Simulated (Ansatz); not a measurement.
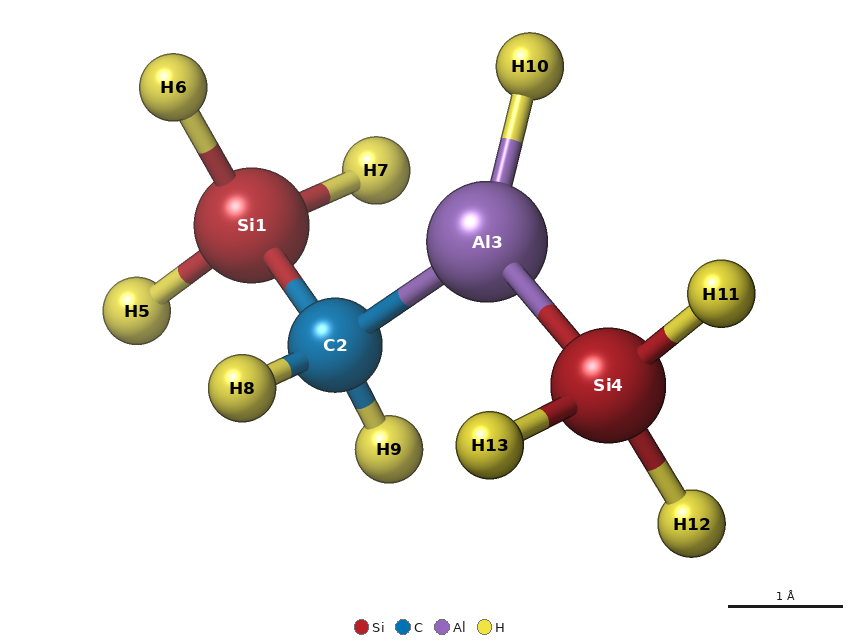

Computed geometry: PBE-D4/def2-SVP optimisation. No frequency run is at hand to confirm it as a minimum.

List the bonds and their lengths.

```json
{"bond": "Si1–C2", "length (Å)": "1.886"}
{"bond": "Si1–H5", "length (Å)": "1.509"}
{"bond": "Si1–H6", "length (Å)": "1.507"}
{"bond": "Si1–H7", "length (Å)": "1.507"}
{"bond": "C2–Al3", "length (Å)": "1.973"}
{"bond": "C2–H8", "length (Å)": "1.114"}
{"bond": "C2–H9", "length (Å)": "1.114"}
{"bond": "Al3–Si4", "length (Å)": "2.466"}
{"bond": "Al3–H10", "length (Å)": "1.606"}
{"bond": "Si4–H11", "length (Å)": "1.508"}
{"bond": "Si4–H12", "length (Å)": "1.512"}
{"bond": "Si4–H13", "length (Å)": "1.512"}
```
